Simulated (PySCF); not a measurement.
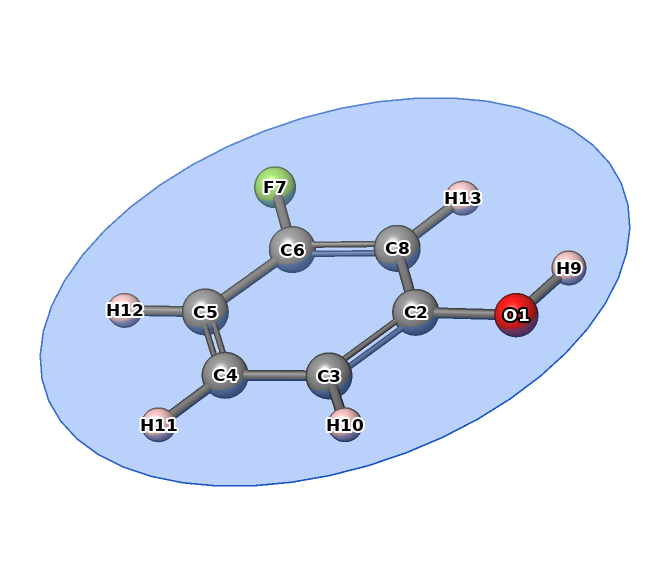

A disc through the centre of mass is drawn in. Depth is shown by fading: the farther an atom, the more it takes the colour of the background. Computed geometry: GFN2-xTB optimisation. No frequency run is at hand to confirm it as a minimum.

> Is the plane of the disc a mirror plane of the structure?

Yes. The reflection leaves O1, C2, C3, C4, C5, C6, F7, C8, H9, H10, H11, H12, H13 in place. The point group is Cs.
